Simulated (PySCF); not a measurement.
# Run report: C6H9NO2, NMR shielding calculation

The run: NMR shielding calculation of C6H9NO2. Method and program: GIAO PBE0/pcSseg-1 NMR shielding, non-relativistic, gas phase (PySCF 2.14.0).

The geometry comes from this level: GFN2-xTB. Figures and captions count atoms from 1; the log counts them from 0 in places.

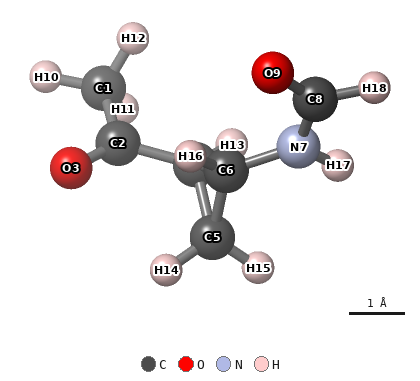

The structure as given in the input (ball-and-stick view, seen at a tilt; atoms are numbered from 1 in the order of the input). Bond lengths as drawn: C–C 1.48 to 1.53 Å, C–H 1.08 to 1.11 Å, C–N 1.35 to 1.42 Å, C–O 1.20 to 1.21 Å and H–N 1.01 Å.

Input
```
{"job": {"kind": "nmr", "xc": "PBE0", "basis": "pcSseg-1"}, "charge": 0, "multiplicity": 1}
C      2.643838     0.599615     0.690388
C      1.587987     0.615893    -0.385967
O      1.581896     1.408748    -1.296539
C      0.537267    -0.421379    -0.232768
C     -0.222752    -0.852285    -1.469708
C     -0.907474     0.004116    -0.472573
N     -1.928074    -0.531679     0.358536
C     -2.826192     0.246584     1.001621
O     -2.875415     1.446780     0.946154
H      3.390345     1.363616     0.493786
H      3.119602    -0.378008     0.729235
H      2.175739     0.788786     1.654277
H      0.705572    -1.157129     0.542284
H      0.083692    -0.392198    -2.396600
H     -0.504441    -1.891362    -1.550075
H     -1.082158     1.048691    -0.696556
H     -1.953351    -1.532800     0.475905
H     -3.534840    -0.359671     1.596944
```

The first line tells a small driver script what to run in PySCF; the rest is the geometry in Å.

Run on 1 CPU thread, shared host.

Launched with:
```bash
OMP_NUM_THREADS=1 python <driver script> task.json out
```

Output
```
coarse grid: 15336 points
cycle   1  E = -438.3674880369  dE =  1.709e+00  |g| = 1.114e+00  |ddm| = 3.804e+00
cycle   2  E = -437.3765310148  dE =  9.910e-01  |g| = 2.478e+00  |ddm| = 3.749e+00
cycle   3  E = -438.6092373395  dE = -1.233e+00  |g| = 2.092e-01  |ddm| = 2.971e+00
cycle   4  E = -438.6165625713  dE = -7.325e-03  |g| = 1.213e-01  |ddm| = 2.450e-01
cycle   5  E = -438.6192043508  dE = -2.642e-03  |g| = 4.349e-02  |ddm| = 1.008e-01
cycle   6  E = -438.6195599783  dE = -3.556e-04  |g| = 1.126e-02  |ddm| = 4.004e-02
cycle   7  E = -438.6195816264  dE = -2.165e-05  |g| = 3.989e-03  |ddm| = 9.126e-03
cycle   8  E = -438.6195848228  dE = -3.196e-06  |g| = 8.584e-04  |ddm| = 3.908e-03
final grid: 149008 points
cycle   9  E = -438.6924895048  dE = -2.382e-05  |g| = 1.607e-02  |ddm| = 3.488e-02
cycle  10  E = -438.6923423207  dE =  1.472e-04  |g| = 3.208e-02  |ddm| = 3.559e-02
cycle  11  E = -438.6925394629  dE = -1.971e-04  |g| = 2.434e-03  |ddm| = 2.561e-02
cycle  12  E = -438.6925407690  dE = -1.306e-06  |g| = 2.413e-04  |ddm| = 2.257e-03
cycle  13  E = -438.6925407772  dE = -8.248e-09  |g| = 1.725e-04  |ddm| = 4.425e-04
cycle  14  E = -438.6925407829  dE = -5.627e-09  |g| = 5.454e-05  |ddm| = 1.618e-04
cycle  15  E = -438.6925407834  dE = -5.081e-10  |g| = 1.687e-05  |ddm| = 5.146e-05
```

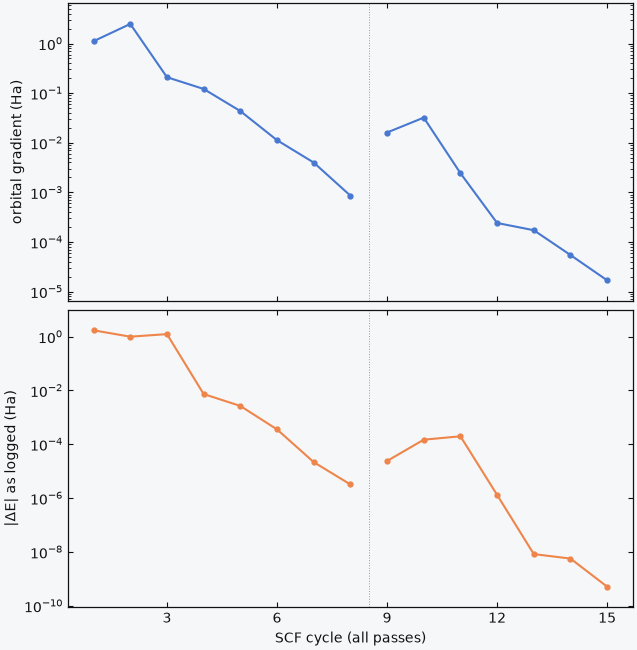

Convergence of the self-consistent field: orbital gradient and size of the energy change against the SCF cycle. The dotted line marks the change from a coarse to the final integration grid. The first 8 cycles use a coarse grid, the final grid takes over at cycle 9, and the field converges after 15 cycles in all.

```
converged SCF energy = -438.6925407834

GIAO shielding tensors (ppm)
atom      isotropic    diamagn.    paramagn.     s11        s22        s33       span
  0 C      152.421     252.727    -100.306    132.089    132.813    192.360     60.270
  1 C      -21.991     247.186    -269.177   -101.636    -69.170    104.833    206.469
  2 O     -283.437     401.682    -685.118   -833.109   -388.988    371.788   1204.897
  3 C      154.778     256.801    -102.023    116.668    140.898    206.768     90.100
  4 C      169.174     255.020     -85.846    149.001    164.750    193.771     44.770
  5 C      149.989     249.808     -99.819    106.264    155.019    188.684     82.420
  6 N      118.924     328.952    -210.027     23.362    130.558    202.853    179.491
  7 C       26.915     242.144    -215.229    -69.661     56.338     94.069    163.730
  8 O      -90.290     402.675    -492.965   -407.586   -206.202    342.917    750.503
  9 H       29.615      28.095       1.520     26.099     27.379     35.367      9.268
 10 H       29.299      29.523      -0.224     25.906     29.149     32.842      6.936
 11 H       29.175      30.989      -1.814     25.977     29.303     32.245      6.268
 12 H       30.118      36.195      -6.077     24.457     30.806     35.091     10.634
 13 H       30.009      32.488      -2.480     24.624     26.981     38.421     13.797
 14 H       30.969      32.967      -1.999     25.916     27.938     39.052     13.136
 15 H       27.656      33.772      -6.115     21.337     28.436     33.197     11.861
 16 H       27.725      34.794      -7.069     23.053     28.157     31.966      8.913
 17 H       23.530      24.524      -0.995     19.605     23.017     27.967      8.362
```

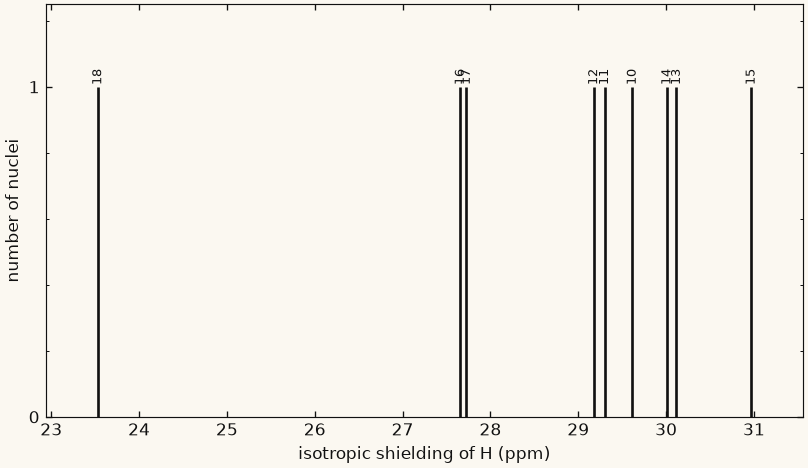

Isotropic shieldings of the hydrogen nuclei in this fixed geometry, labelled by atom number; shielding grows to the right, so chemical shift grows to the left. The least shielded is H18 (23.5 ppm), the most shielded H15 (31.0 ppm).

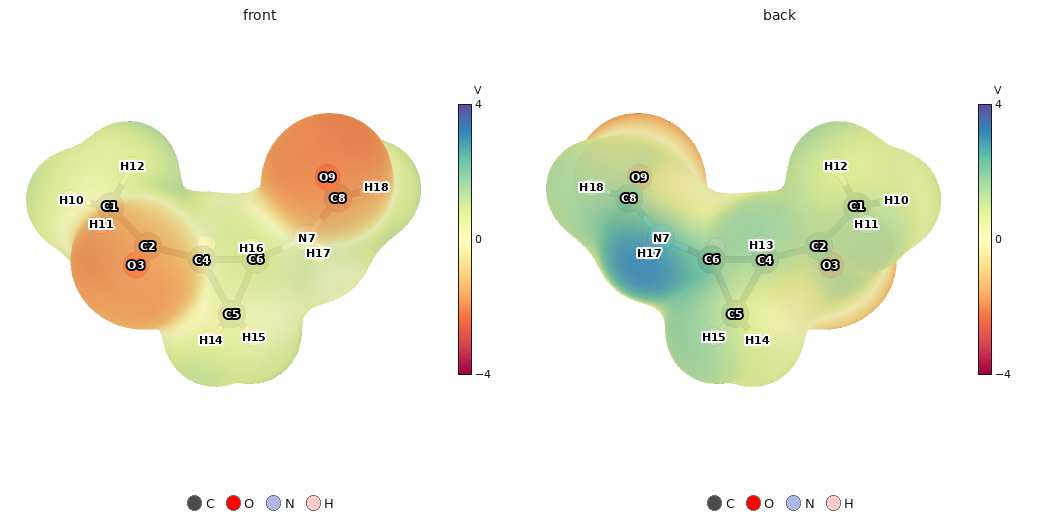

The molecular electrostatic potential painted on the density surface at 0.004 e/bohr³, seen face on and from behind; red is negative and blue positive. A positive charge is drawn to the negative regions and a negative charge to the positive ones.

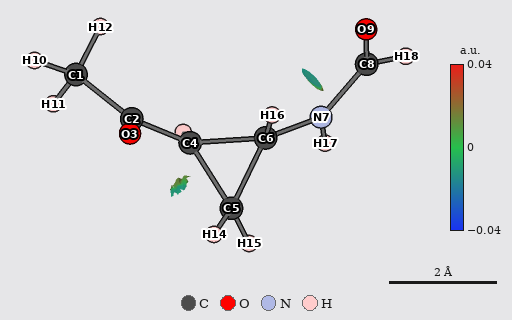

Non-covalent interaction (NCI) plot: the surface where the reduced density gradient is 0.4, for densities under 0.05 a.u., coloured by sign(λ₂)ρ; seen face on.

Summary

| quantity | value |
| --- | --- |
| outcome | converged |
| total energy | −438.692541 hartree |
| HOMO | −7.14 eV |
| LUMO | −0.56 eV |
| dipole moment | 5.76 D |
| isotropic shielding, C | −22.0 to 169.2 ppm |
| isotropic shielding, O | −283.4 to −90.3 ppm |
| isotropic shielding, N | 118.9 ppm |
| isotropic shielding, H | 23.5 to 31.0 ppm |
| wall time | 34 s |
| peak memory | 0.87 GiB |
